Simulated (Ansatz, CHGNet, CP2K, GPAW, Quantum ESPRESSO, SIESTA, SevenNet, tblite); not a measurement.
**Quantum ESPRESSO on C(111) slab, H on the bottom face (80 atoms): settings compared**

How far do other settings of Quantum ESPRESSO move the forces in C(111) slab, H on the bottom face (80 atoms)? One run of the same program serves as the yardstick.

Program: Quantum ESPRESSO 7.5. Level of theory: the method is named at each step. Results are calculated unless marked as measured.

### 1. The structure

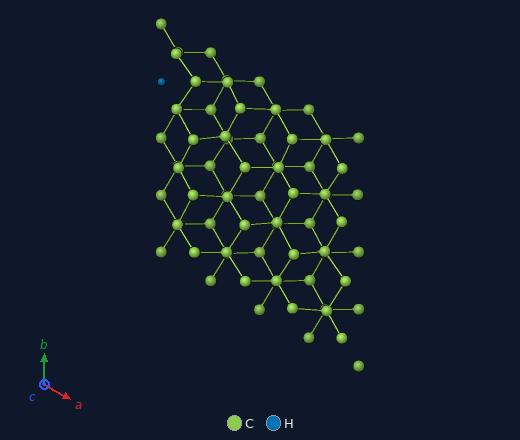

Start, viewed from above; carbon green, hydrogen blue. Bonds to atoms that aren't drawn are left out. Some periodic images of atoms are drawn too.

The cell holds 80 atoms: 64 C and 16 H. Cell: a = 10.089 Å, b = 10.089 Å, c = 15.664 Å, α = 90.0°, β = 90.0°, γ = 120.0°. It derives from C (diamond-structure). Diamond-structure C (a = 3.567 Å), (111) slab of 4 atomic planes, 4 x 4 surface cells, H on the broken bonds of the bottom face, 12 Å of vacuum; displaced by a Gaussian of 0.02 Å. Then every atom was moved at random, 0.05 Å r.m.s. a Cartesian component (hydrogen 0.6 of that). Regions: slab, 64 atoms (64 C); hydrogen, 16 atoms (16 H). Vacuum lies along c.

The yardstick, on the same geometry:

```
method                 : Kohn-Sham DFT, PBE, SSSP efficiency 1.3.0 pseudopotentials, plane waves (Quantum ESPRESSO 7.5); sssp-pbe-1.3.0-efficiency, cutoffs 45/360 Ry, Γ point
r.m.s. force component : 2.005 eV/Å
longest force          : 7.446 eV/Å
time                   : 2.7 min on 4 MPI ranks of Intel Xeon at 2.30GHz, shared host
CPU time               : 10 min
```

### 2. PBE, gbrv-1.5, 40/200 Ry

Method: Kohn-Sham DFT, PBE, GBRV 1.5 ultrasoft pseudopotentials, plane waves.

File pw.in:

```
&control
  calculation = 'scf'
  pseudo_dir = './pseudo'
  outdir = './tmp'
  disk_io = 'none'
  tprnfor = .true.
/
&system
  ibrav = 0
  nat = 80
  ntyp = 2
  ecutwfc = 40
  ecutrho = 200
  nosym = .true.
  occupations = 'smearing'
  smearing = 'fd'
  degauss = 0.003675
/
&electrons
  conv_thr = 4.0e-07
  electron_maxstep = 100
  mixing_beta = 0.2
  mixing_mode = 'local-TF'
  diagonalization = 'david'
/
ATOMIC_SPECIES
C 12.011 C.upf
H 1.008 H.upf
CELL_PARAMETERS angstrom
10.08900 0.00000 0.00000
-5.04450 8.73733 0.00000
0.00000 0.00000 15.66426
ATOMIC_POSITIONS crystal
C 0.33323 0.92012 0.48612
C 0.25078 0.00094 0.45298
C 0.17480 0.83696 0.62009
C 0.33752 0.91478 0.58576
C 0.33679 0.66547 0.48598
C 0.25229 0.75159 0.45481
C 0.16265 0.57567 0.61469
C 0.32500 0.67213 0.58573
C 0.58204 0.91361 0.48443
C 0.49789 0.99767 0.45205
C 0.40069 0.83242 0.61901
C 0.58047 0.91652 0.58506
C 0.33184 0.41501 0.48562
C 0.24836 0.50427 0.45172
C 0.16125 0.33219 0.61878
C 0.33640 0.41166 0.57728
C 0.58710 0.66940 0.48454
C 0.50254 0.75157 0.45360
C 0.42425 0.58512 0.61342
C 0.59524 0.67009 0.59063
C 0.83275 0.91547 0.48567
C 0.74804 0.99988 0.45220
C 0.66302 0.82844 0.61669
C 0.83465 0.91171 0.58053
C 0.33539 0.16275 0.48191
C 0.24885 0.25069 0.45184
C 0.16807 0.08427 0.61406
C 0.33166 0.16623 0.57646
C 0.58480 0.41763 0.48625
C 0.50213 0.49844 0.45178
C 0.42264 0.33124 0.61509
C 0.58757 0.42531 0.58156
C 0.83521 0.66955 0.48430
C 0.75256 0.75218 0.45311
C 0.66891 0.59430 0.61641
C 0.83036 0.67065 0.57598
C 0.08364 0.91899 0.48558
C 0.99993 0.00181 0.45263
C 0.91673 0.82670 0.61890
C 0.07633 0.90927 0.58587
C 0.58214 0.16349 0.48470
C 0.49967 0.25011 0.45178
C 0.42565 0.08624 0.62041
C 0.58445 0.16757 0.58047
C 0.83116 0.41397 0.48364
C 0.75309 0.50380 0.45207
C 0.67167 0.32712 0.61627
C 0.82813 0.41830 0.58524
C 0.08138 0.66677 0.48522
C 0.99532 0.75035 0.45496
C 0.91378 0.59099 0.61618
C 0.07835 0.66752 0.58876
C 0.83404 0.16632 0.48540
C 0.75304 0.25434 0.45120
C 0.66433 0.08705 0.61169
C 0.83894 0.16304 0.59140
[... 20 atom lines left out ...]
H 0.00143 0.74878 0.38255
H 0.75149 0.24909 0.38206
H 0.99611 0.49593 0.38326
H 0.00104 0.25007 0.38312
K_POINTS gamma
```

The run is started by

```console
$ OMP_NUM_THREADS=1 mpirun -np 2 pw.x -in pw.in > output.txt
```

The program printed:

```text
Program PWSCF
     gamma-point specific algorithms are used
     Parallelization info
     sticks:   dense  smooth     PW     G-vecs:    dense   smooth      PW
     Min        2498    2010    501               222579   159366   19970
     Max        2507    2011    502               222586   159377   19971
     Sum        5005    4021   1003               445165   318743   39941
     bravais-lattice index     =            0
     lattice parameter (alat)  =      19.0654  a.u.
     unit-cell volume          =    9318.2283 (a.u.)^3
     number of atoms/cell      =           80
     number of atomic types    =            2
     number of electrons       =       272.00
     number of Kohn-Sham states=          163
     kinetic-energy cutoff     =      40.0000  Ry
     charge density cutoff     =     200.0000  Ry
     scf convergence threshold =      4.0E-07
     mixing beta               =       0.2000
     number of iterations used =            8  local-TF  mixing
     Exchange-correlation=  SLA  PW   PBX  PBC
                           (   1   4   3   4   0   0   0)
     crystal axes: (cart. coord. in units of alat)
               a(1) = (   1.000000   0.000000   0.000000 )
               a(2) = (  -0.500000   0.866025   0.000000 )
               a(3) = (   0.000000   0.000000   1.552608 )
     reciprocal axes: (cart. coord. in units 2 pi/alat)
               b(1) = (  1.000000  0.577350 -0.000000 )
               b(2) = (  0.000000  1.154701  0.000000 )
               b(3) = (  0.000000 -0.000000  0.644078 )
     PseudoPot. # 1 for C :
     Pseudo is Ultrasoft + core correction, Zval =  4.0
     PseudoPot. # 2 for H :
     Pseudo is Ultrasoft, Zval =  1.0
     atomic species   valence    mass     pseudopotential
     C                 4.00    12.01100     C ( 1.00)
     H                 1.00     1.00800     H ( 1.00)
     No symmetry found
   Cartesian axes
     number of k points=     1  Fermi-Dirac smearing, width (Ry)=  0.0037
                       cart. coord. in units 2pi/alat
        k(    1) = (   0.0000000   0.0000000   0.0000000), wk =   2.0000000
     Dense  grid:   222583 G-vectors     FFT dimensions: (  90,  90, 135)
     Smooth grid:   159372 G-vectors     FFT dimensions: (  80,  80, 120)
     Initial potential from superposition of free atoms
     starting charge     271.9973, renormalised to     272.0000
     negative rho (up, down):  3.906E-03 0.000E+00
     Starting wfcs are  272 randomized atomic wfcs
     Self-consistent Calculation
     iteration #  1     ecut=    40.00 Ry     beta= 0.20
     negative rho (up, down):  1.876E-04 0.000E+00
     total energy              =    -751.91939606 Ry
     estimated scf accuracy    <       7.51181502 Ry
     iteration #  2     ecut=    40.00 Ry     beta= 0.20
     negative rho (up, down):  1.098E-07 0.000E+00
     total energy              =    -751.62934567 Ry
     estimated scf accuracy    <       5.24790095 Ry
     iteration #  3     ecut=    40.00 Ry     beta= 0.20
     total energy              =    -750.88730040 Ry
     estimated scf accuracy    <       3.89886920 Ry
     iteration #  4     ecut=    40.00 Ry     beta= 0.20
     total energy              =    -750.47428206 Ry
     estimated scf accuracy    <       2.04323800 Ry
     iteration #  5     ecut=    40.00 Ry     beta= 0.20
     total energy              =    -750.47752680 Ry
     estimated scf accuracy    <       0.80099627 Ry
     iteration #  6     ecut=    40.00 Ry     beta= 0.20
     total energy              =    -750.48319754 Ry
     estimated scf accuracy    <       0.46340433 Ry
[...]
negative rho (up, down):  6.515E-05 0.000E+00
[...]
negative rho (up, down):  2.095E-04 0.000E+00
[...]
negative rho (up, down):  1.022E-04 0.000E+00
[...]
total energy              =    -750.36827812 Ry
[...]
iteration # 33     ecut=    40.00 Ry     beta= 0.20
[...]
total energy              =    -750.36827757 Ry
     estimated scf accuracy    <       0.00000107 Ry
     iteration # 34     ecut=    40.00 Ry     beta= 0.20
     negative rho (up, down):  1.001E-03 0.000E+00
     total energy              =    -750.36827829 Ry
     estimated scf accuracy    <       0.00000100 Ry
     iteration # 35     ecut=    40.00 Ry     beta= 0.20
     negative rho (up, down):  1.039E-03 0.000E+00
     End of self-consistent calculation
          k = 0.0000 0.0000 0.0000 ( 19971 PWs)   bands (ev):
   -20.1314 -18.8697 -18.6920 -18.6019 -18.5564 -18.5484 -18.4812 -17.1268
   -16.1643 -16.0919 -15.9483 -15.8711 -15.7697 -15.6840 -15.6522 -15.5991
   -15.4919 -15.4247 -15.4009 -15.2861 -14.9409 -14.9015 -14.8793 -13.7606
   -13.5696 -13.5122 -13.2394 -13.1089 -12.9664 -12.9151 -12.8079 -12.6696
   -11.4241 -11.3107 -11.2126 -11.1134 -11.0334 -10.9594 -10.8611 -10.8035
   -10.7386 -10.6636 -10.6527 -10.5325 -10.4960  -9.9624  -9.8410  -9.7704
[...]
0.6110   0.6264   0.6631   0.6837   0.7087   0.7662   0.8181   0.8884
     3.1659   4.1946   4.2085   4.2679   4.2847   4.3048   4.3180   4.8870
     5.6046   5.8180   5.8473   6.0162   6.0997   6.1321   6.1802   6.2292
     6.2951   6.3205   6.3382
     the Fermi energy is     0.5810 ev
!    total energy              =    -750.36827836 Ry
     estimated scf accuracy    <       0.00000037 Ry
     smearing contrib. (-TS)   =      -0.03441426 Ry
     internal energy E=F+TS    =    -750.33386410 Ry
     The total energy is F=E-TS. E is the sum of the following terms:
     one-electron contribution =   -7494.41572600 Ry
     hartree contribution      =    3821.05663003 Ry
     xc contribution           =    -243.94901313 Ry
     ewald contribution        =    3166.97424499 Ry
     convergence has been achieved in  35 iterations
     negative rho (up, down):  1.039E-03 0.000E+00
     Forces acting on atoms (cartesian axes, Ry/au):
     atom    1 type  1   force =     0.04038426   -0.02353821   -0.06258616
     atom    2 type  1   force =    -0.00694815   -0.03233037    0.05631106
     atom    3 type  1   force =    -0.06206075   -0.05589895   -0.14555035
     atom    4 type  1   force =    -0.15462781    0.10912559    0.09462737
     atom    5 type  1   force =    -0.05837186    0.03833212   -0.05575447
     atom    6 type  1   force =    -0.03643187   -0.00257187   -0.00666101
[...]
atom   78 type  2   force =     0.00254291    0.00359666   -0.03204003
     atom   79 type  2   force =     0.00186340    0.01098655   -0.01247161
     atom   80 type  2   force =    -0.00284906   -0.00214050    0.00003301
     Total force =     1.217533     Total SCF correction =     0.000729
     Message from routine punch:
     Nothing written, as per user request (disk_io='none')
```

It took 3.6 min on 2 MPI ranks of Intel Xeon at 2.30GHz, shared host; peak memory 1.2 GiB; 7.1 min of CPU time.

Banners, paths, timers and routine set-up lines are dropped from the logs unmarked, and long logs keep their key lines alone; longer cuts are marked.

Compared with the plane-wave run:

| Item | Value |
| --- | --- |
| r.m.s. force component | 2.021 eV/Å |
| r.m.s. difference of force components | 51.16 meV/Å |
| longest difference of force vectors | 204.3 meV/Å |
| force difference over r.m.s. force | 2.552 % |
| slope of forces against the reference's | 1.008 |
| correlation of force components | 0.9997 |

Length of the force difference by element (eV/Å):

```
element  atoms   mean  most
      C     64  0.052  0.20
      H     16   0.13  0.19
```

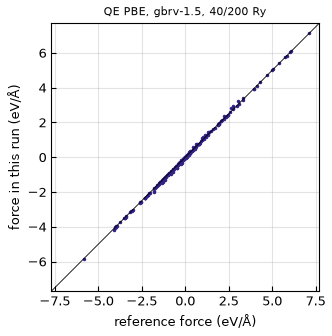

Force components against those of the reference; the line marks equality.

A closer look about C16, which bears the longest force among the free atoms: 14 atoms, nearest first, numbered in the order of the input, with positions taken from that point.

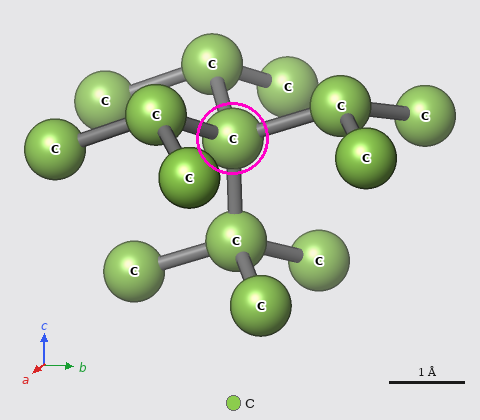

The atoms of the table, within 2.7 Å (arrows a, b, c point along x, y, z); some may hide others; the central atom is ringed.

```
atom      x      y      z  distance (Å)  bonds     Fx     Fy  Fz (eV/Å)
 C16   0.00   0.00   0.00          0.00      4  -1.21   1.93       7.12
 C13  -0.06   0.03  -1.44          1.44      4   0.42   0.00      -3.45
 C31   1.28  -0.70   0.59          1.57      3  -1.32   0.15      -3.98
 C19   0.01   1.52   0.57          1.62      3  -1.61  -1.29      -3.10
 C15  -1.37  -0.69   0.65          1.66      3   3.09  -0.92      -3.08
 C26  -0.07  -1.41  -1.96          2.42      4   1.19  -0.41       1.13
 C30   1.23   0.76  -1.97          2.44      4  -1.05   0.79       3.25
 C28   1.19  -2.14  -0.01          2.45      4   1.92  -0.43       5.43
 C32   2.47   0.12   0.07          2.47      4   0.58  -1.75       6.10
 C14  -1.36   0.81  -1.97          2.52      4   1.71  -1.19       2.83
 C60  -2.52   0.02   0.10          2.52      4  -0.66   1.50       1.83
 C64  -1.30  -2.18   0.04          2.54      4  -0.54   1.03       5.76
 C20   1.31   2.26   0.21          2.62      4  -5.86   0.20       2.41
  C8  -1.43   2.28   0.13          2.69      4   2.77  -2.07       3.95
```

Forces lie 2.6 % from the reference's, at 0.68 times its CPU time (on 2 against 4 cores).

### 3. Results

| Quantity | Value |
| --- | --- |
| force difference from the reference | QE PBE, gbrv-1.5, 40/200 Ry, 2.6 % |
| its CPU time | 7.1 min |

What this shows: PBE on plane waves or a grid with other potentials, cutoffs or grids differs from the reference by 2.6 % (QE PBE, gbrv-1.5, 40/200 Ry) of the r.m.s. force; this holds the reference's own error, so differences of a few per cent don't tell which side is nearer the exact PBE result. With short bonds to hydrogen, sets of potentials differ among themselves by several per cent in forces even at converged cutoffs, so the reference isn't exact here either. The runs have no spin polarisation, so any moments at edges, vacancies or dangling bonds can't form. The electronic-structure runs sample only Γ, in a cell whose shortest periodic width is 9 Å, which is coarse for a cell with partly filled levels.

[Also dropped from logs without a mark: logging warnings of Python, and SIESTA's first energy breakdown and zero terms.]

[Logs are printed without paths, hosts, clocks, repeated set-up lines and the standing remarks that a program may print on its own settings, such as how far it seeks lower states.]

[Hosts, paths, dates, database ids (printed as entryN), source tags and the programs' standing remarks are cut or masked in the printed files.]
